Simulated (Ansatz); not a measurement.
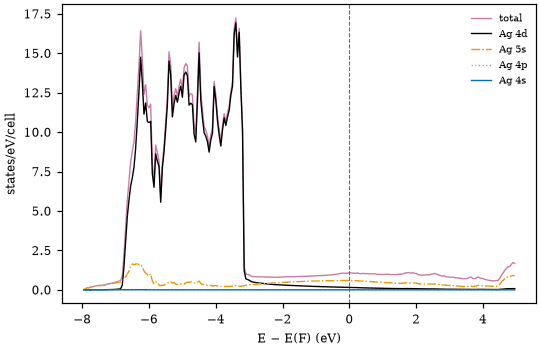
Total and projected density of states of Ag (dhcp (α-La type), space group No. 194), DFT-r²SCAN+D4 in the program Ansatz with PAW potentials

### Question
Which orbitals carry the states next to the Fermi level?

### Answer
Within 0.5 eV of the Fermi level: Ag 5s 56 %, Ag 4d 15 %, outside the projected shells 28 %. Projections are on Löwdin-orthogonalised atomic valence shells; empty p or d shells of many metals are not among them.

### Question
Where is the tallest occupied peak in this window, and what makes it?

### Answer
Near -3.4 eV, about 17 states/eV per cell; the largest projected share is Ag 4d.

Space group P6_3/mmc (dhcp (α-La type)). The first step of the workflow began from a Materials Project structure, measured or hypothetical; the Crystallography Open Database files this formula in space group No. 194, but the cells were not matched. It is not the phase usual at ambient conditions (space group No. 225). The r²SCAN+D4 relaxation kept the symmetry of its start; its stability against distortions is not shown here. No spin polarisation was allowed. The pairwise dispersion correction was not fitted to metals. Scalar-relativistic: spin–orbit coupling is off unless named, which matters more the heavier the elements.

Potentials: the later of the program's two PAW sets.
